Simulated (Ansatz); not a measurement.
# AlCl2 (SMILES [Cl][Al][Cl]): UCCSDT(Q)/STO-3G

Aim: the electronic atomisation energy of AlCl2 at UCCSDT(Q)/STO-3G, from 3 runs. 

The calculation is run with Ansatz 0.2.0.

32 further runs of the same task are left out: 4 that didn't finish, 28 set aside as unsound or not needed.

### 1 Starting point

The species is AlCl2 (3 atoms), meant as a doublet with charge 0. As SMILES, `[Cl][Al][Cl]`. Geometry: relaxed at PBE0-D4/def2-TZVP.

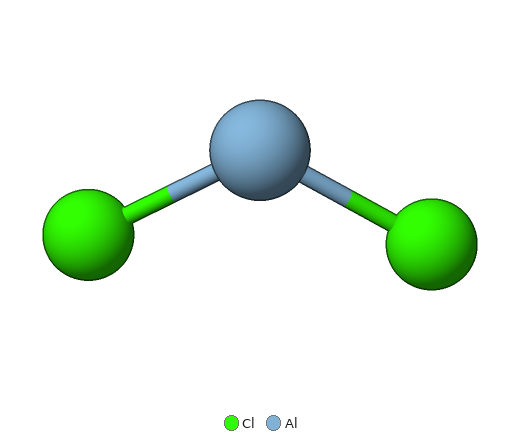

Viewed from a chosen angle; chlorine green, aluminium light blue.

### 2 The energy at UCCSDT(Q)/STO-3G

File job.yaml:

```yaml
crystal:
  periodic: [false, false, false]
  atoms:
    - {symbol: Cl, position_ang: [1.374800, 0.868300, 0.838700]}
    - {symbol: Al, position_ang: [-0.432100, 0.520700, -0.177200]}
    - {symbol: Cl, position_ang: [-0.953600, -1.453800, -0.674700]}
basis:
  gaussian:
    orbitals: STO-3G
magnetization:
  spin_polarized: true
  initial_magnetization: 1
correlation:
  method: ccsdt_q
  frozen_orbitals: {Al: 5, Cl: 5}
accuracy: high
scf:
  omitted_lower_state_checks: [cluster_reference, increment]
```

Launch:

```sh
ansatz run job.yaml --threads 1 --pin off --max-ram 2610MiB --events-out events.jsonl --progress --plain --runs-dir runs
```

The log of the run:

```text
Warning: RAYON_NUM_THREADS=1 ignored (pool sized by the plan → 1); use --threads N
[... 11 lines left out ...]
15 core orbitals not correlated: weight in the atoms' cores, before any rotation towards them, 0.999 or more for the frozen orbitals, at most 0.000 for the correlated occupied ones
[... 26 lines left out ...]
Total energy: -31247.92092103 eV, -1148.3399132462 hartree
Checks for a lower state left out: cluster_reference, increment
```

Wall time 2.6 s (1 thread of Arm Neoverse V2, shared host); peak memory 0.16 GiB.

### 3 The Al atom

File in.yaml:

```yaml
crystal:
  periodic: [false, false, false]
  atoms:
    - {symbol: Al, position_ang: [0.000000, 0.000000, 0.000000]}
basis:
  gaussian:
    orbitals: STO-3G
correlation:
  method: ccsdt_q
  frozen_orbitals: {Al: 5}
magnetization:
  spin_polarized: true
  initial_magnetization: 1
accuracy: high
scf:
  omitted_lower_state_checks: [cluster_reference, increment]
```

Launch:

```sh
ansatz run in.yaml --threads 1 --pin off --max-ram 2610MiB --events-out events.jsonl --progress --plain --runs-dir runs
```

The log of the run, shortened:

```text
Warning: RAYON_NUM_THREADS=1 ignored (pool sized by the plan → 1); use --threads N
Functional definition: HF
  name "HF"
[...]
42 factors; integrals over basis functions are off by at most 1.7e-9 eV
[...]
mean field -6499.66714747 eV, -238.8583620369 hartree, gradient 5.8e-9 eV, S^2 0.750003; 3 other end points of the search recorded, 0 dependent functions left out
5 core orbitals not correlated: weight in the atoms' cores, before any rotation towards them, 1.000 or more for the frozen orbitals, at most 0.000 for the correlated occupied ones
reference -6499.66714747 eV, -238.8583620369 hartree; 2, 1 occupied and 2, 3 virtual orbitals, 42 factors
second order -0.38566568 eV of doubles, 0.00000000 eV of singles
cycle   1  -0.56085133 eV  change   -1.8e-1 eV  update   4.8e-2
[...]
cycle  12  -0.69543954 eV  change  -9.3e-11 eV  update  1.6e-11
perturbative correction 0.00000000 eV, 0.0000000000 hartree
Total energy: -6500.36258701 eV, -238.8839189685 hartree
Checks for a lower state left out: cluster_reference, increment
```

Wall time 0.48 s (1 thread of Arm Neoverse V2, shared host).

### 4 The Cl atom, same level

File job.yaml:

```yaml
crystal:
  periodic: [false, false, false]
  atoms:
    - symbol: Cl
      position_ang: [0.000000, 0.000000, 0.000000]
basis:
  gaussian:
    orbitals: STO-3G
magnetization:
  spin_polarized: true
  initial_magnetization: 1
correlation:
  method: ccsdt_q
  frozen_orbitals: {Cl: 5}
accuracy: high
scf:
  omitted_lower_state_checks: [cluster_reference, increment]
```

Launch:

```sh
ansatz run job.yaml --threads 1 --pin off --max-ram 2610MiB --events-out events.jsonl --progress --plain --runs-dir runs
```

The log of the run, shortened:

```text
Warning: RAYON_NUM_THREADS=1 ignored (pool sized by the plan → 1); use --threads N
[... 2 set-up lines as earlier in the session ...]
[...]
42 factors; integrals over basis functions are off by at most 4.6e-9 eV
[...]
mean field -12368.72316544 eV, -454.5421925083 hartree, gradient 1.9e-13 eV, S^2 0.750000; 3 other end points of the search recorded, 0 dependent functions left out
5 core orbitals not correlated: weight in the atoms' cores, before any rotation towards them, 1.000 or more for the frozen orbitals, at most 0.000 for the correlated occupied ones
reference -12368.72316544 eV, -454.5421925083 hartree; 4, 3 occupied and 0, 1 virtual orbitals, 42 factors
second order 0.00000000 eV of doubles, 0.00000000 eV of singles
cycle   1  0.00000000 eV  change     0.0e0 eV  update    0.0e0
cycle   2  0.00000000 eV  change     0.0e0 eV  update    0.0e0
perturbative correction 0.00000000 eV, 0.0000000000 hartree
Total energy: -12368.72316544 eV, -454.5421925083 hartree
Checks for a lower state left out: cluster_reference, increment
```

Wall time 0.16 s (1 thread of Arm Neoverse V2, shared host).

### 5 Summary of results

Level: UCCSDT(Q)/STO-3G, 15 core orbitals frozen.

```
                                              quantity           value
                                molecule: total energy  -1148.33991 Eh
molecule: correlation energy (15 core orbitals frozen)       -28.3 mEh
           molecule: ⟨S²⟩ of the reference determinant           0.754
                               molecule: T1 diagnostic           0.010
                                 Al atom: total energy   -238.88392 Eh
  Al atom: correlation energy (5 core orbitals frozen)       -25.6 mEh
            Al atom: ⟨S²⟩ of the reference determinant           0.750
                                Al atom: T1 diagnostic           0.000
                                 Cl atom: total energy   -454.54219 Eh
  Cl atom: correlation energy (5 core orbitals frozen)         0.0 mEh
            Cl atom: ⟨S²⟩ of the reference determinant           0.750
                                Cl atom: T1 diagnostic           0.000
                         electronic atomisation energy       10.112 eV
```

**Reading.** Taking the molecule apart into free atoms costs 10.11 eV (976 kJ/mol), before zero-point energy and without spin-orbit coupling. In a minimal basis such a difference can be off by several eV, whatever the method.
